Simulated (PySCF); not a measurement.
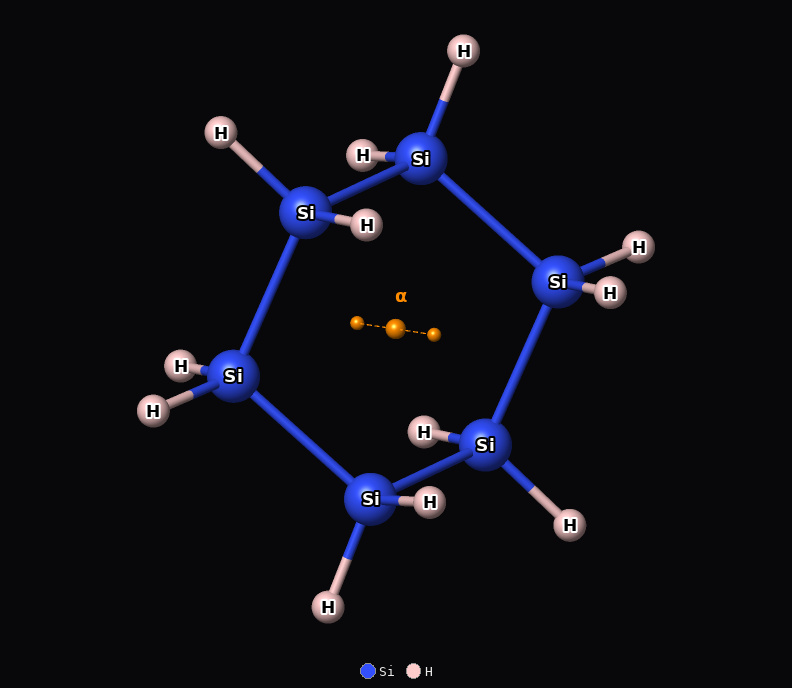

The small points mark where nucleus-independent chemical shifts (NICS) were computed: at the centre of each lettered ring and 1 Å above and below it. The computed structure is the end point of a PBE0-D3(BJ)/def2-SVP optimisation. No frequency run is at hand to confirm it as a minimum. Level of theory: GIAO BHandHLYP/pcSseg-1 NMR shielding, non-relativistic, gas phase (PySCF 2.14.0).

Give NICS(0), NICS(1) and the out-of-plane component NICS(1)zz for each ring (means of the two sides).

```csv
ring,members,NICS(0),NICS(1),NICS(1)zz
α,Si6,−2.4,−2.0,4.6
```

Values in ppm.

Question: What do the values say about the ring currents?

Answer: Ring α: weak, as in a non-aromatic ring. NICS is one index among several.
